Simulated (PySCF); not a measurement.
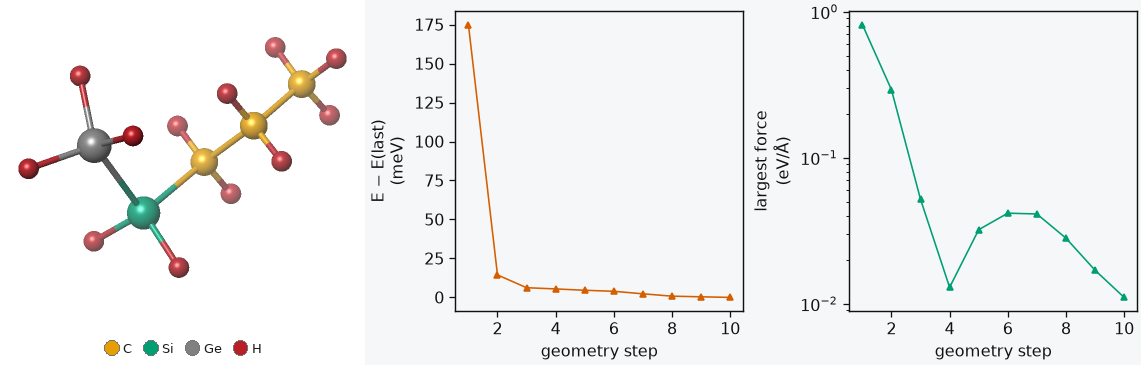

Beside the plot: the molecule at the start.

History of a geometry optimisation. C₃H₁₂GeSi (SMILES CCC[SiH2][GeH3]); PBE0-D3(BJ)/def2-SVP, geometry optimisation in PySCF 2.14.0, density fitting.

The optimisation met its thresholds at geometry 10, counting the start as the first. The energy fell by about 180 meV from the first step to the last. The largest force goes from about 0.82 eV/Å at the start to 0.011 eV/Å at the end.
